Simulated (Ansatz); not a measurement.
# Run report: CH10OSi3, molecular dynamics (part 2 of 5)

The same run, continued: CH10OSi3; UKS B3LYP/STO-3G (Ansatz 0.2.0). It belongs to a series of runs on one base structure; here: dynamics from the start.

Geometry of the input (Å):
```
C  -2.1068  -0.1158  -0.1073
Si -0.5440  -0.9260  -0.7962
O  -0.7610  -2.6296  -0.9599
Si 1.2666  -0.3367  0.4539
Si 1.7324  1.8719  0.4266
H  -2.0191  0.9785  -0.1230
H  -2.9880  -0.3847  -0.7040
H  -2.3053  -0.4139  0.9304
H  -0.3734  -0.4763  -2.1620
H  -0.9273  -2.9551  -0.0029
H  1.0600  -0.7549  1.8246
H  2.4277  -1.0669  -0.0078
H  2.8636  2.1839  1.2706
H  0.6088  2.6502  0.8960
H  2.0439  2.3247  -0.9098
```

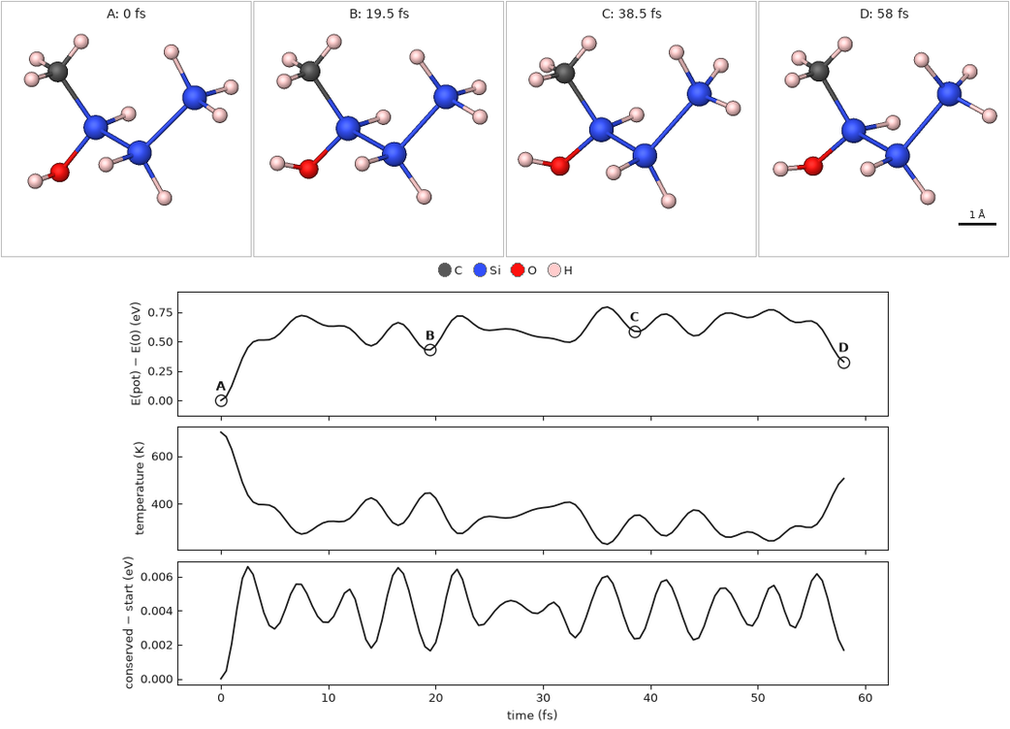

**Figure 1.** Frames of the molecular dynamics (ball-and-stick, seen at a tilt) above the curves, on which the letters mark them. The trajectory kept here has 117 frames over 58 fs. The temperature starts at 700 K, ranges from 231 to 700 K and averages 323 K over the second half. The potential energy ends 0.328 eV above its first value. The conserved quantity stays within 0.0066 eV. After an unweighted best fit of the last frame on the first, the root-mean-square displacement is 0.33 Å, and H15 has moved furthest (0.66 Å).

```
Total energy: -26565.97448232 eV, -976.2815551612 hartree
Atom 0 at    -2.021246    -0.051154    -0.168142 Å, force     0.961504    -0.074606     0.598414 eV/Å
Atom 1 at    -0.442549    -0.976144    -0.740989 Å, force    -0.723872     0.595390    -0.252444 eV/Å
Atom 2 at    -0.947563    -2.580289    -1.011444 Å, force    -0.111414    -1.225848     0.218898 eV/Å
Atom 3 at     1.347214    -0.377670     0.486204 Å, force     0.243709     0.862470     0.105855 eV/Å
Atom 4 at     1.614995     1.903333     0.405560 Å, force     0.267938    -1.286274     0.461584 eV/Å
Atom 5 at    -1.797677     1.040257    -0.110750 Å, force    -0.674601    -0.573872    -0.343439 eV/Å
Atom 6 at    -2.892784    -0.311261    -0.809828 Å, force     0.457869     0.559563     0.394717 eV/Å
Atom 7 at    -2.221019    -0.380418     0.877703 Å, force    -0.243614     0.209866    -0.597716 eV/Å
Atom 8 at    -0.008900    -0.531085    -2.056001 Å, force    -0.417542    -0.139023    -0.068749 eV/Å
Atom 9 at    -1.437213    -2.946489    -0.170936 Å, force     0.555257     0.713615    -0.483472 eV/Å
Atom 10 at     1.242875    -0.761023     1.860133 Å, force     0.025702    -0.215074     0.424756 eV/Å
Atom 11 at     2.560912    -0.962312    -0.032798 Å, force    -0.004877    -0.188762    -0.023072 eV/Å
Atom 12 at     3.004468     2.210276     0.715782 Å, force    -0.361124     0.165730     0.083997 eV/Å
Atom 13 at     0.703945     2.502752     1.369130 Å, force     0.247395     0.209417    -0.322829 eV/Å
Atom 14 at     1.375926     2.336323    -0.938062 Å, force    -0.222330     0.387408    -0.196500 eV/Å
Dipole moment:    -0.072530     0.048430     0.264137 e Å
```

Trajectory as extended XYZ (Å, eV, eV/Å), 52 of the 117 frames kept, from step=0 to step=116:
```
15
Properties=species:S:1:pos:R:3:forces:R:3 step=0 time_fs=0.0 energy=-26566.30203 temperature=700.0
C    -2.1068   -0.1158   -0.1073   -0.0011   0.0001  -0.0005
Si   -0.5440   -0.9260   -0.7962   -0.0061   0.0022   0.0011
O    -0.7610   -2.6296   -0.9599    0.0038  -0.0027   0.0044
Si    1.2666   -0.3367    0.4539   -0.0002  -0.0051  -0.0014
Si    1.7324    1.8719    0.4266    0.0014   0.0014   0.0010
H    -2.0191    0.9785   -0.1230   -0.0004   0.0013  -0.0023
H    -2.9880   -0.3847   -0.7040    0.0030   0.0003   0.0025
H    -2.3053   -0.4139    0.9304   -0.0008  -0.0013  -0.0015
H    -0.3734   -0.4763   -2.1620   -0.0005  -0.0012  -0.0032
H    -0.9273   -2.9551   -0.0029   -0.0016   0.0004  -0.0022
H     1.0600   -0.7549    1.8246    0.0009   0.0011   0.0001
H     2.4277   -1.0669   -0.0078    0.0007   0.0018  -0.0004
H     2.8636    2.1839    1.2706    0.0000  -0.0003   0.0002
H     0.6088    2.6502    0.8960    0.0013   0.0007   0.0014
H     2.0439    2.3247   -0.9098   -0.0002   0.0012   0.0009
15
Properties=species:S:1:pos:R:3:forces:R:3 step=2 time_fs=1.0 energy=-26566.18096 temperature=629.2
C    -2.1065   -0.1176   -0.1074    1.1914   1.4998   0.4631
Si   -0.5441   -0.9272   -0.7979    0.0758   0.0267   0.1539
O    -0.7675   -2.6287   -0.9629   -0.2246  -0.5649   0.9502
Si    1.2735   -0.3312    0.4562    0.0251  -0.5233   0.4087
Si    1.7307    1.8661    0.4279   -0.0380   0.9093  -0.7252
H    -2.0685    1.0029   -0.1319    0.3053  -0.8837   0.2042
H    -2.9592   -0.3567   -0.6856   -1.4159  -0.7078  -0.9899
H    -2.3031   -0.4289    0.9185   -0.0482   0.0088   0.3094
H    -0.3646   -0.5050   -2.1717   -0.0094   0.0520   0.0182
H    -0.9672   -2.9917    0.0021    0.2471   0.5822  -1.0257
H     1.0805   -0.7534    1.8508    0.0118   0.1645  -0.5012
H     2.4558   -1.0589    0.0107   -0.2322   0.1363   0.0153
H     2.8584    2.1903    1.2814   -0.0401  -0.0373  -0.1655
H     0.6156    2.6840    0.8839    0.1425  -0.2770   0.0236
H     1.9993    2.3530   -0.9484    0.0094  -0.3855   0.8610
15
Properties=species:S:1:pos:R:3:forces:R:3 step=5 time_fs=2.5 energy=-26565.85377 temperature=437.2
C    -2.1043   -0.1180   -0.1069    1.6443   2.5365   0.6055
Si   -0.5441   -0.9290   -0.8003    0.1965   0.0010   0.2929
O    -0.7776   -2.6281   -0.9663   -0.4234  -0.9993   1.4261
Si    1.2840   -0.3233    0.4599    0.0305  -1.1394   0.7935
Si    1.7281    1.8580    0.4293   -0.1921   2.0364  -1.3889
H    -2.1362    1.0225   -0.1411    0.7952  -1.4684   0.4615
H    -2.9439   -0.3288   -0.6774   -2.2817  -1.3067  -1.6251
H    -2.3008   -0.4511    0.9067   -0.0949   0.0561   0.5316
H    -0.3517   -0.5469   -2.1857   -0.0235   0.1322   0.0743
H    -1.0221   -3.0351   -0.0100    0.4837   1.0877  -1.5643
H     1.1113   -0.7478    1.8801   -0.0191   0.3162  -0.9701
H     2.4932   -1.0442    0.0386   -0.4807   0.2666  -0.0028
H     2.8499    2.1992    1.2944   -0.0600  -0.0870  -0.3564
H     0.6287    2.7289    0.8664    0.2614  -0.6267   0.0908
H     1.9328    2.3877   -0.9893    0.1639  -0.8053   1.6316
15
Properties=species:S:1:pos:R:3:forces:R:3 step=7 time_fs=3.5 energy=-26565.78895 temperature=397.7
C    -2.1012   -0.1157   -0.1060    0.4537   2.1298  -0.0209
Si   -0.5440   -0.9302   -0.8018    0.2805  -0.0852   0.3280
O    -0.7847   -2.6284   -0.9676   -0.3629  -0.8783   1.0442
Si    1.2910   -0.3185    0.4627   -0.0283  -1.3920   0.8460
Si    1.7263    1.8535    0.4297   -0.3052   2.5290  -1.5357
H    -2.1725    1.0188   -0.1420    1.0367  -1.2667   0.5550
H    -2.9597   -0.3250   -0.6905   -1.3344  -1.2268  -0.9980
H    -2.3003   -0.4652    0.9049   -0.0917   0.1321   0.4295
H    -0.3433   -0.5733   -2.1943   -0.0319   0.1886   0.1205
H    -1.0533   -3.0517   -0.0360    0.4531   1.0677  -1.1816
H     1.1317   -0.7406    1.8887   -0.0696   0.3380  -1.0353
H     2.5128   -1.0314    0.0572   -0.5360   0.2827  -0.0506
H     2.8435    2.2042    1.2990   -0.0287  -0.1069  -0.4304
H     0.6404    2.7518    0.8558    0.2408  -0.7695   0.1700
H     1.8903    2.4018   -0.9980    0.3239  -0.9427   1.7593
15
Properties=species:S:1:pos:R:3:forces:R:3 step=9 time_fs=4.5 energy=-26565.78642 temperature=395.0
C    -2.0977   -0.1119   -0.1051   -1.1261   1.0460  -0.7566
Si   -0.5438   -0.9314   -0.8031    0.3563  -0.2180   0.3375
O    -0.7920   -2.6292   -0.9682   -0.0995  -0.4060   0.1528
Si    1.2979   -0.3142    0.4658   -0.1545  -1.5036   0.7246
Si    1.7244    1.8498    0.4295   -0.3958   2.7725  -1.4587
H    -2.1989    1.0032   -0.1377    1.1446  -0.6358   0.5673
H    -2.9880   -0.3328   -0.7130    0.1028  -0.9219  -0.0223
H    -2.3007   -0.4781    0.9071   -0.0574   0.2376   0.1642
H    -0.3352   -0.5979   -2.2017   -0.0383   0.2484   0.1631
H    -1.0802   -3.0583   -0.0731    0.2224   0.7362  -0.2591
H     1.1514   -0.7301    1.8875   -0.1382   0.2943  -0.8926
H     2.5273   -1.0159    0.0754   -0.4910   0.2378  -0.1257
H     2.8368    2.2082    1.2995    0.0422  -0.1118  -0.4584
H     0.6543    2.7674    0.8468    0.1321  -0.8198   0.2781
H     1.8508    2.4069   -0.9901    0.5006  -0.9559   1.5857
15
Properties=species:S:1:pos:R:3:forces:R:3 step=11 time_fs=5.5 energy=-26565.73227 temperature=362.9
C    -2.0952   -0.1071   -0.1047   -2.2894  -0.4070  -1.2028
Si   -0.5435   -0.9327   -0.8044    0.4151  -0.3588   0.3498
O    -0.7993   -2.6302   -0.9688    0.3365   0.2947  -1.0239
Si    1.3049   -0.3103    0.4691   -0.3469  -1.4821   0.4355
Si    1.7224    1.8470    0.4288   -0.4492   2.7517  -1.1465
H    -2.2145    0.9817   -0.1280    1.1027   0.3011   0.5052
H    -3.0155   -0.3494   -0.7358    1.2642  -0.5527   0.7781
H    -2.3017   -0.4888    0.9109   -0.0027   0.3415  -0.1520
H    -0.3276   -0.6202   -2.2075   -0.0422   0.3097   0.1916
H    -1.1051   -3.0580   -0.1124   -0.1817   0.1855   0.9674
H     1.1698   -0.7168    1.8778   -0.2184   0.1898  -0.5548
H     2.5371   -0.9981    0.0923   -0.3540   0.1390  -0.2211
H     2.8306    2.2111    1.2956    0.1463  -0.1011  -0.4445
H     0.6694    2.7753    0.8404   -0.0539  -0.7757   0.4090
H     1.8161    2.4030   -0.9672    0.6735  -0.8357   1.1090
15
Properties=species:S:1:pos:R:3:forces:R:3 step=14 time_fs=7.0 energy=-26565.59488 temperature=282.5
C    -2.0948   -0.1010   -0.1061   -2.8275  -2.2993  -1.3197
Si   -0.5428   -0.9349   -0.8060    0.4808  -0.4596   0.4387
O    -0.8098   -2.6314   -0.9709    0.8302   0.9405  -2.0322
Si    1.3150   -0.3056    0.4743   -0.7160  -1.2713  -0.2344
Si    1.7190    1.8447    0.4272   -0.4464   2.2620  -0.2062
H    -2.2186    0.9577   -0.1048    0.8692   1.5523   0.3329
H    -3.0325   -0.3831   -0.7549    1.9966  -0.0436   1.3066
H    -2.3029   -0.4984    0.9131    0.0753   0.4080  -0.4528
H    -0.3168   -0.6478   -2.2129   -0.0425   0.3935   0.1918
H    -1.1469   -3.0555   -0.1513   -0.6395  -0.3359   2.0402
H     1.1932   -0.6941    1.8550   -0.3401  -0.0458   0.2099
H     2.5461   -0.9694    0.1133   -0.0389  -0.0695  -0.3740
H     2.8243    2.2137    1.2821    0.3313  -0.0631  -0.3666
H     0.6904    2.7735    0.8386   -0.4127  -0.5687   0.6129
H     1.7766    2.3830   -0.9154    0.8801  -0.3996  -0.1471
15
Properties=species:S:1:pos:R:3:forces:R:3 step=16 time_fs=8.0 energy=-26565.58851 temperature=278.4
C    -2.0974   -0.0990   -0.1083   -2.4946  -2.5762  -1.1483
Si   -0.5421   -0.9366   -0.8069    0.5227  -0.4011   0.5620
O    -0.8162   -2.6315   -0.9738    0.6587   0.6203  -1.5004
Si    1.3215   -0.3029    0.4777   -0.9601  -1.1019  -0.7071
Si    1.7166    1.8441    0.4259   -0.3972   1.7545   0.6381
H    -2.2106    0.9584   -0.0851    0.7235   1.6035   0.1857
H    -3.0210   -0.4069   -0.7527    1.8137   0.1980   1.2057
H    -2.3030   -0.5001    0.9096    0.1013   0.3565  -0.4288
H    -0.3101   -0.6617   -2.2141   -0.0394   0.4357   0.1627
H    -1.1817   -3.0571   -0.1545   -0.4568  -0.0542   1.5223
H     1.2049   -0.6791    1.8412   -0.4030  -0.2087   0.7323
H     2.5513   -0.9509    0.1231    0.1715  -0.2075  -0.4556
H     2.8238    2.2146    1.2685    0.4407  -0.0324  -0.2977
H     0.7000    2.7653    0.8445   -0.6330  -0.3910   0.7147
H     1.7605    2.3642   -0.8809    0.9520   0.0045  -1.1856
15
Properties=species:S:1:pos:R:3:forces:R:3 step=18 time_fs=9.0 energy=-26565.63894 temperature=307.6
C    -2.1020   -0.0991   -0.1114   -1.6161  -1.8391  -0.7338
Si   -0.5413   -0.9384   -0.8076    0.5660  -0.2657   0.7128
O    -0.8223   -2.6312   -0.9776    0.1579  -0.0692  -0.3864
Si    1.3276   -0.3007    0.4809   -1.1474  -1.0021  -1.0374
Si    1.7141    1.8441    0.4249   -0.3332   1.3115   1.3725
H    -2.1957    0.9739   -0.0636    0.6053   0.8736  -0.0106
H    -2.9924   -0.4288   -0.7392    1.0810   0.2891   0.7230
H    -2.3021   -0.4983    0.9020    0.1019   0.2325  -0.2210
H    -0.3038   -0.6714   -2.2139   -0.0346   0.4650   0.1183
H    -1.2207   -3.0590   -0.1434    0.0460   0.5219   0.4072
H     1.2127   -0.6661    1.8343   -0.4336  -0.3245   1.0780
H     2.5580   -0.9342    0.1285    0.3110  -0.3082  -0.4981
H     2.8274    2.2152    1.2521    0.5089  -0.0071  -0.2337
H     0.7036    2.7532    0.8572   -0.7671  -0.2413   0.7510
H     1.7535    2.3455   -0.8577    0.9541   0.3636  -2.0417
15
Properties=species:S:1:pos:R:3:forces:R:3 step=20 time_fs=10.0 energy=-26565.67150 temperature=326.7
C    -2.1078   -0.1005   -0.1151   -0.1609  -0.4821  -0.0028
Si   -0.5402   -0.9403   -0.8081    0.6044  -0.1094   0.8514
O    -0.8282   -2.6310   -0.9815   -0.3598  -0.6761   0.6371
Si    1.3333   -0.2988    0.4837   -1.2413  -1.0304  -1.1057
Si    1.7114    1.8445    0.4244   -0.2751   1.1373   1.6443
H    -2.1749    0.9976   -0.0423    0.4532  -0.2133  -0.2591
H    -2.9539   -0.4481   -0.7191   -0.1762   0.1641  -0.1374
H    -2.3002   -0.4944    0.8925    0.0851   0.0695   0.1015
H    -0.2978   -0.6766   -2.2124   -0.0295   0.4828   0.0713
H    -1.2592   -3.0560   -0.1284    0.5597   0.9979  -0.6120
H     1.2165   -0.6561    1.8376   -0.4206  -0.3595   1.1137
H     2.5676   -0.9206    0.1293    0.3329  -0.3499  -0.4881
H     2.8359    2.2158    1.2334    0.5145   0.0060  -0.1876
H     0.6998    2.7389    0.8770   -0.7677  -0.1621   0.6968
H     1.7556    2.3301   -0.8537    0.8813   0.5252  -2.3232
15
Properties=species:S:1:pos:R:3:forces:R:3 step=23 time_fs=11.5 energy=-26565.67066 temperature=327.3
C    -2.1163   -0.1031   -0.1204    2.2667   1.3517   1.2718
Si   -0.5382   -0.9431   -0.8083    0.6434   0.0679   0.9590
O    -0.8376   -2.6315   -0.9867   -0.7359  -0.9670   1.3304
Si    1.3412   -0.2966    0.4873   -1.1953  -1.3058  -0.7169
Si    1.7072    1.8460    0.4245   -0.1887   1.4766   0.9389
H    -2.1364    1.0267   -0.0157    0.1148  -1.4383  -0.6288
H    -2.9037   -0.4751   -0.6945   -2.1820  -0.2467  -1.5398
H    -2.2960   -0.4877    0.8809    0.0495  -0.1428   0.5326
H    -0.2894   -0.6758   -2.2091   -0.0245   0.4901   0.0250
H    -1.3062   -3.0332   -0.1181    0.9259   1.1564  -1.2578
H     1.2147   -0.6475    1.8613   -0.3205  -0.2658   0.5854
H     2.5876   -0.9062    0.1218    0.1343  -0.3006  -0.3754
H     2.8577    2.2167    1.2021    0.3851  -0.0021  -0.1621
H     0.6811    2.7143    0.9187   -0.5076  -0.1908   0.4487
H     1.7740    2.3160   -0.8874    0.6349   0.3173  -1.4111
15
Properties=species:S:1:pos:R:3:forces:R:3 step=25 time_fs=12.5 energy=-26565.73000 temperature=362.4
C    -2.1200   -0.1037   -0.1229    2.8213   1.5227   1.4890
Si   -0.5366   -0.9450   -0.8080    0.6613   0.1253   0.9347
O    -0.8444   -2.6325   -0.9892   -0.6185  -0.7274   1.1561
Si    1.3459   -0.2957    0.4893   -1.0799  -1.5592  -0.2992
Si    1.7043    1.8476    0.4251   -0.1005   1.8821   0.0935
H    -2.1089    1.0305   -0.0050   -0.1259  -1.6248  -0.7901
H    -2.8933   -0.4953   -0.6943   -2.4433  -0.1685  -1.6940
H    -2.2925   -0.4847    0.8790    0.0260  -0.2033   0.6084
H    -0.2841   -0.6694   -2.2066   -0.0239   0.4809   0.0237
H    -1.3269   -3.0044   -0.1255    0.8004   0.8923  -1.0181
H     1.2096   -0.6450    1.8849   -0.2185  -0.1557   0.0333
H     2.6028   -0.9003    0.1122   -0.0956  -0.2211  -0.2556
H     2.8770    2.2173    1.1793    0.2193  -0.0214  -0.1652
H     0.6621    2.6957    0.9523   -0.2202  -0.2636   0.2127
H     1.7943    2.3108   -0.9281    0.3980   0.0419  -0.3291
15
Properties=species:S:1:pos:R:3:forces:R:3 step=27 time_fs=13.5 energy=-26565.82283 temperature=416.2
C    -2.1215   -0.1031   -0.1241    2.1803   0.5676   0.9842
Si   -0.5348   -0.9469   -0.8073    0.6767   0.1465   0.8340
O    -0.8515   -2.6339   -0.9910   -0.1925  -0.2273   0.5042
Si    1.3502   -0.2954    0.4912   -0.9495  -1.7815   0.0823
Si    1.7014    1.8498    0.4257    0.0241   2.2085  -0.6673
H    -2.0825    1.0192   -0.0018   -0.3179  -1.2456  -0.8429
H    -2.9055   -0.5168   -0.7099   -1.5590   0.3973  -0.9872
H    -2.2888   -0.4836    0.8827    0.0029  -0.1803   0.4579
H    -0.2790   -0.6584   -2.2038   -0.0262   0.4589   0.0475
H    -1.3402   -2.9672   -0.1423    0.3628   0.4059  -0.2782
H     1.2024   -0.6440    1.9088   -0.1094  -0.0533  -0.4914
H     2.6172   -0.8965    0.1001   -0.3327  -0.1373  -0.1253
H     2.8983    2.2176    1.1549    0.0192  -0.0436  -0.1681
H     0.6410    2.6746    0.9878    0.0841  -0.3262  -0.0331
H     1.8183    2.3060   -0.9720    0.1372  -0.1895   0.6834
15
Properties=species:S:1:pos:R:3:forces:R:3 step=30 time_fs=15.0 energy=-26565.76964 temperature=385.2
C    -2.1208   -0.1019   -0.1248    0.5230  -1.9477  -0.0787
Si   -0.5317   -0.9496   -0.8059    0.6951   0.1802   0.5964
O    -0.8623   -2.6363   -0.9934    0.7267   0.5859  -0.8368
Si    1.3561   -0.2960    0.4942   -0.8164  -1.9409   0.4074
Si    1.6971    1.8546    0.4261    0.2598   2.3395  -1.3497
H    -2.0490    0.9828   -0.0119   -0.4444   0.1807  -0.7231
H    -2.9476   -0.5397   -0.7475    0.3159   1.3724   0.4852
H    -2.2832   -0.4847    0.8954   -0.0340  -0.0253  -0.0384
H    -0.2718   -0.6337   -2.1986   -0.0354   0.3988   0.1130
H    -1.3557   -2.9058   -0.1692   -0.5861  -0.3856   1.2054
H     1.1899   -0.6434    1.9348    0.0344   0.0343  -1.0029
H     2.6321   -0.8931    0.0801   -0.5871  -0.0555   0.0452
H     2.9301    2.2174    1.1153   -0.2705  -0.0651  -0.1371
H     0.6117    2.6371    1.0399    0.4508  -0.3267  -0.3453
H     1.8560    2.2950   -1.0237   -0.2318  -0.3450   1.6593
```
